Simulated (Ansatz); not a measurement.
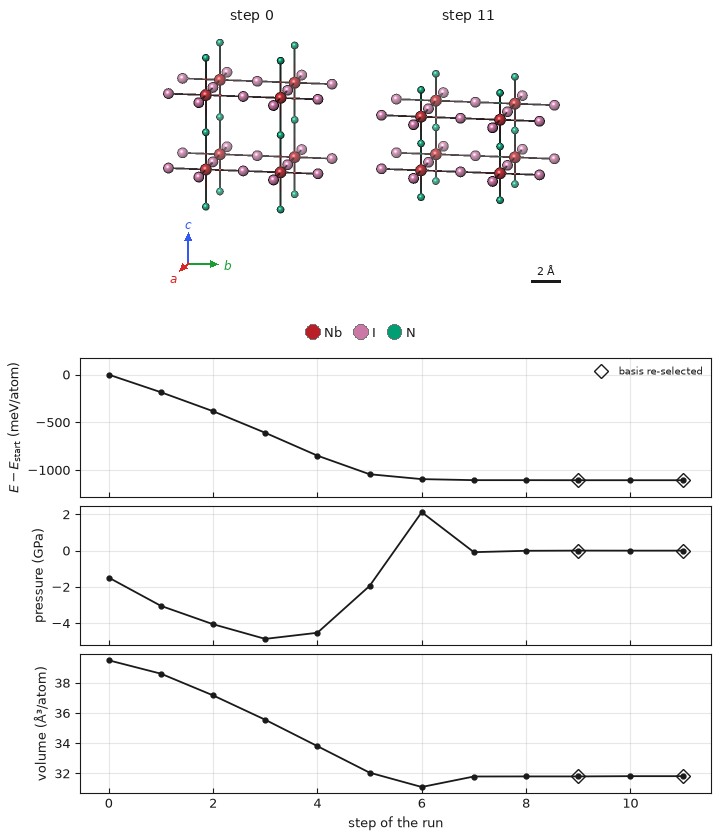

First and last geometry of a relaxation of solid NbI2N (a generated structure, set up in P4/mmm), with the history of the run. A ball-and-stick model of the cell of the calculation, seen slightly off an axis.

These are results of Ansatz, DFT PBE, scalar-relativistic, plane waves, PAW, not measurements.

Input file:
```yaml
crystal:
  lattice:
    - [5.406, 0.0, 0.0]
    - [0.0, 5.406, 0.0]
    - [0.0, 0.0, 5.406]
  atoms:
    - { symbol: Nb, position: [0.0, 0.0, 0.0], spin: -1.31 }
    - { symbol: I, position: [0.5, 0.0, 0.0] }
    - { symbol: I, position: [0.0, 0.5, 0.0] }
    - { symbol: "N", position: [0.0, 0.0, 0.5], spin: 1.82 }
basis:
  ecutwfc: 420
kpoints:
  mp_grid: { grid: [10, 10, 10] }
hamiltonian:
  xc: pbe
scf:
  occupations: { method: gaussian, width: 0.1 }
output:
  forces: true
  stress: true
  eigenvalues: true
  populations: true
magnetization:
  spin_polarized: true
relax:
  adjacent_minimum: "off"
  f_tol: 0.01
  max_steps: 80
  cell: { stress_tol: 0.05 }
```

Run as
```bash
ansatz run input.yaml --threads 1 --pin off --max-ram 2048MiB --backend cpu --events-out ev --progress --plain --runs-dir out
```

### What do the curves and the structures tell?

It converged. Over 9 accepted moves (11 points after the start) the energy falls by 1106 meV per atom. All forces vanish by symmetry, so only the cell relaxes. The pressure goes from −1.48 to 0.00 GPa. At 2 points the geometry stayed and the basis and grid were re-selected for the new cell (energy shift of 0.6 meV per atom at most each time). No atom moves by more than 0.005 Å relative to the cell. The drawn cell changes as follows: a = b 5.406 → 5.716 Å (+5.7 %), c 5.406 → 3.895 Å (−27.9 %); the volume changes by −19.4 %. Among the contacts that change: Nb1–N4 2.703 → 1.948 Å, Nb1–I2 2.703 → 2.858 Å. The space group stays P4/mmm (No. 123). The program noted that the starting moments weren't kept. Cost: 20 min on 1 thread of Arm Neoverse V2, on a shared host, peak memory 1.1 GiB.
